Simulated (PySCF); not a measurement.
# C₆H₃ClFNS: a tour of settings, part 2 of 2

PySCF 2.14.0. Atoms count from 0.

### Step 6. Indirect couplings: wB97X/pcSseg-0

Job settings and geometry (Å):

```
{"job": {"kind": "j", "xc": "wB97X", "basis": "pcSseg-0"}, "charge": 0, "multiplicity": 1}
F      2.130500    -1.396394     1.167922
C      1.547513    -0.435601     0.431060
C      2.228158     0.547733    -0.226790
Cl     3.923087     0.766123    -0.255270
S      1.172484     1.641699    -1.096641
C     -0.212343     0.751226    -0.559743
C     -1.614890     0.751549    -0.667566
C     -2.046749    -0.319331     0.073165
N     -0.982981    -0.971596     0.625799
C      0.152154    -0.328057     0.247724
H     -2.223831     1.441759    -1.213326
H     -3.047905    -0.661265     0.243100
H     -1.029588    -1.787357     1.212839
```

Level: wB97X/pcSseg-0 indirect spin-spin coupling, non-relativistic, gas phase.

Log:

```text
coarse grid: 13776 points
cycle   1  E = -1241.2699911200  dE =  2.781e+00  |g| = 6.190e-01  |ddm| = 4.817e+00
cycle   2  E = -1241.2914781162  dE = -2.149e-02  |g| = 6.664e-01  |ddm| = 2.416e+00
cycle   3  E = -1241.3795134771  dE = -8.804e-02  |g| = 5.818e-02  |ddm| = 9.082e-01
cycle   4  E = -1241.3803037324  dE = -7.903e-04  |g| = 2.995e-02  |ddm| = 1.324e-01
cycle   5  E = -1241.3805213022  dE = -2.176e-04  |g| = 5.504e-03  |ddm| = 5.048e-02
cycle   6  E = -1241.3805319385  dE = -1.064e-05  |g| = 2.326e-03  |ddm| = 1.374e-02
cycle   7  E = -1241.3805338260  dE = -1.888e-06  |g| = 7.967e-04  |ddm| = 5.029e-03
final grid: 129456 points
cycle   8  E = -1241.4336352301  dE = -4.831e-05  |g| = 4.918e-03  |ddm| = 3.148e-02
cycle   9  E = -1241.4336384098  dE = -3.180e-06  |g| = 3.772e-03  |ddm| = 1.019e-02
cycle  10  E = -1241.4336408355  dE = -2.426e-06  |g| = 6.407e-04  |ddm| = 4.161e-03
cycle  11  E = -1241.4336409412  dE = -1.057e-07  |g| = 2.416e-04  |ddm| = 1.086e-03
cycle  12  E = -1241.4336409672  dE = -2.595e-08  |g| = 8.343e-05  |ddm| = 6.425e-04
cycle  13  E = -1241.4336409702  dE = -3.013e-09  |g| = 2.621e-05  |ddm| = 1.919e-04
cycle  14  E = -1241.4336409709  dE = -7.399e-10  |g| = 1.084e-05  |ddm| = 1.090e-04
converged SCF energy = -1241.4336409709

Indirect spin-spin couplings (Hz)
  i      j    bonds     total        FC       PSO       DSO        SD
  0 F    1 C    1   -402.881  -408.590     1.804     1.302     2.603
  0 F    2 C    2     74.392    81.726   -20.387     0.097    12.955
  0 F    4 S    3    -12.842    -2.630   -12.224    -0.081     2.094
  0 F    5 C    3     -0.204     3.761    -1.239    -0.223    -2.502
  0 F    6 C    4      4.566     3.990    -0.092    -0.261     0.929
  0 F    7 C    4     -4.967    -3.168     0.451    -0.229    -2.020
  0 F    8 N    3      2.705     2.615    -0.163    -0.020     0.272
  0 F    9 C    2     47.272    55.511   -11.252     0.130     2.883
  0 F   10 H    5      0.348     0.968     0.428    -1.135     0.086
  0 F   11 H    5      0.547     1.003     0.476    -0.885    -0.047
  0 F   12 H    4      1.655     0.733     0.203     0.547     0.171
  1 C   11 H    4      1.609     1.780     0.131    -0.301         -
  1 C   12 H    3      1.286     1.468    -0.184     0.002         -
  2 C   10 H    4      0.275     0.438     0.102    -0.264         -
  2 C   11 H    5     -1.089    -0.792    -0.021    -0.276         -
  2 C   12 H    4     -0.372    -0.270     0.158    -0.261         -
  4 S   10 H    3     -0.495    -0.329    -0.149    -0.017         -
  4 S   11 H    4      0.504     0.591     0.008    -0.094         -
  4 S   12 H    4     -0.404    -0.180    -0.108    -0.117         -
  5 C   10 H    2     -2.084    -1.348    -0.576    -0.160         -
  5 C   11 H    3      9.945    10.286     0.109    -0.451         -
  5 C   12 H    3      5.809     6.261     0.139    -0.591         -
  6 C   10 H    1    179.357   177.593     0.710     1.054         -
  6 C   11 H    2      2.309     3.623    -0.906    -0.407         -
  6 C   12 H    3      5.125     5.701     0.115    -0.691         -
  7 C   10 H    2      3.031     4.425    -1.037    -0.356         -
  7 C   11 H    1    186.505   184.972     0.471     1.062         -
  7 C   12 H    2      1.089     2.538    -0.842    -0.606         -
  8 N   10 H    3     -4.587    -4.763    -0.039     0.214         -
  8 N   11 H    2     -2.886    -3.413     0.415     0.111         -
  8 N   12 H    1   -100.329   -97.796    -2.000    -0.533         -
  9 C   10 H    3      5.928     6.304     0.057    -0.432         -
  9 C   11 H    3      6.140     6.485     0.152    -0.497         -
  9 C   12 H    2      0.571     1.638    -0.673    -0.395         -
 10 H   11 H    3      2.180     2.837     0.278    -0.936         -
 10 H   12 H    4     -0.563     0.900     0.919    -2.383         -
 11 H   12 H    3      1.584     2.244     0.153    -0.813         -
```

Run time: 17 s. Hardware: 1 thread of Arm Neoverse V2, shared host; peak memory 0.74 GiB.

This basis has no tight s functions, so the Fermi-contact terms are rough.

A choice of the couplings up to four bonds, sorted by the number of bonds; isotopes 13C, 19F, 1H, 15N, 33S:

```tsv
pair	bonds	J (Hz)	Fermi contact (Hz)	dihedral (°)
F0–C1	1	-402.9	-408.6	–
C7–H11	1	186.5	185.0	–
C6–H10	1	179.4	177.6	–
N8–H12	1	-100.3	-97.8	–
F0–C2	2	74.4	81.7	–
F0–C9	2	47.3	55.5	–
C7–H10	2	3.0	4.4	–
N8–H11	2	-2.9	-3.4	–
C6–H11	2	2.3	3.6	–
C5–H10	2	-2.1	-1.3	–
C7–H12	2	1.1	2.5	–
F0–S4	3	-12.8	-2.6	180
C5–H11	3	9.9	10.3	-180
C9–H11	3	6.1	6.5	180
C9–H10	3	5.9	6.3	-180
C5–H12	3	5.8	6.3	-180
C6–H12	3	5.1	5.7	180
N8–H10	3	-4.6	-4.8	180
F0–N8	3	2.7	2.6	0
H10–H11	3	2.2	2.8	0
F0–C7	4	-5.0	-3.2	–
F0–C6	4	4.6	4.0	–
F0–H12	4	1.7	0.7	–
C1–H11	4	1.6	1.8	–
```

The spin-dipole term was solved for some atoms only; pairs without it lack that part.

The response was solved for the nuclei of F, H alone, so couplings that need other nuclei can be missing.

Quadrupole couplings from the field gradients of the same density:

```tsv
atom	isotope	eQq/h (MHz)	η
Cl3	35Cl	-85.2	0.01
S4	33S	39.2	0.89
N8	14N	-4.212	0.08
```

Joined with the shifts from before (PBE0/pcSseg-1, scaled to CDCl3 for protons on carbon, raw for the others), the couplings predict the line list below for 400 MHz. Couplings to quadrupolar nuclei are left out.

¹H NMR δ 7.82 (br s, 1H), 6.63 (d, J = 2.2 Hz, 1H), 6.29 (d, J = 2.2 Hz, 1H).

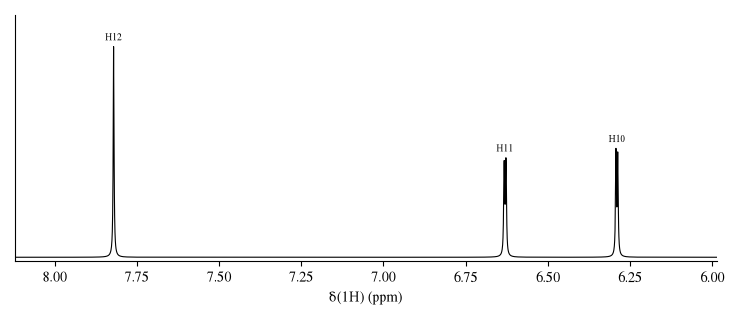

Simulated proton spectrum at 400 MHz, by exact diagonalisation of each spin system; lines 1.2 Hz wide, exchangeable protons uncoupled.

### Step 7. Comparing the runs: NMR shifts

Isotropic shieldings (ppm) of some atoms, chosen among heavy atoms and hydrogens apart, with basis size and wall time:

```tsv
run	C1	C9	C2	H12	H10	Cl3	S4	functions	time
PBE0/pcSseg-1	36.4	60.2	63.4	23.90	25.16	775	378	199	38 s
wB97X-D/3-21G in dimethylsulfoxide	76.0	98.7	102.1	25.43	26.95	856	507	104	16 s
```

### Step 8. Side by side: electronic excitations

Excitations and ground-state properties, with basis size and wall time:

```tsv
run	lowest singlet (eV)	brightest (eV)	f	gap (eV)	α (Å³)	μ (D)	functions	time
PBE0/def2-SVPD	4.80	4.94	0.366	5.48	16.17	3.45	241	54 s
HSE06/def2-SVPD in methanol	4.70	4.80	0.440	4.71	23.03	4.78	241	1.7 min
```

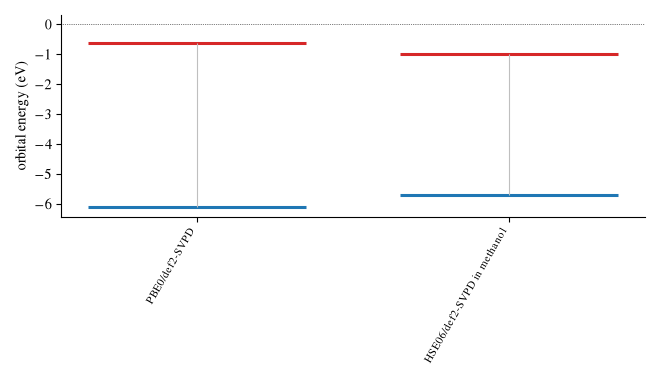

HOMO (blue) and LUMO (red) run by run.

### Step 9. Results

The summary covers parts 1 to 2.

| quantity | value |
| --- | --- |
| ¹³C shifts against TMS (PBE0/pcSseg-1) | 150.6, 127.1, 126.7, 124.2, 123.5, 107.3 ppm |
| ¹H shifts against TMS (PBE0/pcSseg-1) | 7.82, 6.92, 6.56 ppm |
| ¹⁹F shifts against CFCl3 (PBE0/pcSseg-1) | -158.7 ppm |
| ³⁵Cl shifts against HCl (PBE0/pcSseg-1) | 175 ppm |
| ³³S shifts against CS2 (PBE0/pcSseg-1) | 126 ppm |
| ¹⁵N shifts against NH3 (PBE0/pcSseg-1) | 149.1 ppm |
| surface potential, 1st and 99th percentile | -0.67 V and 2.36 V |
| lowest singlet (PBE0/def2-SVPD) | 4.80 eV (258 nm), f = 0.000 |
| brightest single state of those computed | state 2, 4.94 eV, f = 0.366 |
| lowest triplet | 3.30 eV |
| largest coupling of the table (wB97X/pcSseg-0) | ¹J(F,C) F0–C1, -402.9 Hz |
| range of the shielding of S4 | 378 to 507 ppm |
| range of the lowest singlet | 4.70 to 4.80 eV |

In words: Single values in the summary come from the first run of each kind that ended normally (PBE0/pcSseg-1; PBE0/def2-SVPD; wB97X/pcSseg-0), which need not be the best level. At PBE0/pcSseg-1: The largest span, 382 ppm, is at Cl3, where the paramagnetic term is -369 ppm. NICS(1)zz of -18 ppm above the planar ring from C1 marks a diatropic (aromatic) ring current. NICS(1)zz of -29 ppm above the planar ring from C5 marks a diatropic (aromatic) ring current. The first singlet state (HOMO→LUMO+1 0.97) lies at 4.80 eV and is dark; of the 6 states computed, the strongest absorption comes from state 2 at 4.94 eV. The lowest triplet lies 1.51 eV below the lowest singlet (triplets in Tamm-Dancoff, singlets in full TDDFT). In the run at wB97X/pcSseg-0, the largest coupling of the table is F0–C1, -402.9 Hz, of which the Fermi-contact term gives -408.6 Hz. The lowest singlet runs from 4.70 eV (HSE06/def2-SVPD in methanol) to 4.80 eV (PBE0/def2-SVPD), while the orbital gap spans 4.71 to 5.48 eV. The lowest state need not be the same one in every run. The runs solved for a few states only, so the brightest column depends on that window. Couplings from bases without tight functions are rough.
